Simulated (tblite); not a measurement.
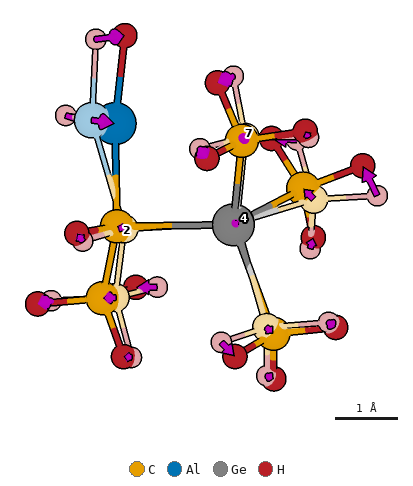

This is a relaxation of C₅H₁₅AlGe. The starting structure is drawn faded, the final one solid; purple arrows show the displacements, at their true length. The two geometries are superimposed by the best rigid fit.

A ball-and-stick model, seen from a free direction.

Level of theory: GFN2-xTB geometry optimisation, gas phase in tblite. 

Which element moves most?

Answer. Hydrogen: up to 0.85 Å, against 0.43 Å for aluminium.

What happened in the run?

Answer. After 161 geometry steps the energy has fallen by 27.8 kJ/mol. An H atom moves most after the best rigid fit: 0.85 Å. By element the largest moves are H 0.85 Å, Al 0.43 Å, C 0.25 Å, Ge 0.10 Å. Among the contacts that change: C–Ge 1.953 → 2.018 Å, C–Ge 1.948 → 1.999 Å, C–Ge 1.941 → 1.986 Å, Al–H 1.597 → 1.553 Å. Among the angles between lasting bonds that change: Al–C–H 108.3° → 120.8°, Al–C–Ge 109.7° → 101.0°, C–Al–H 119.0° → 124.6°. The run took 2.4 s on 1 thread of Arm Neoverse N1, with other jobs on the host.
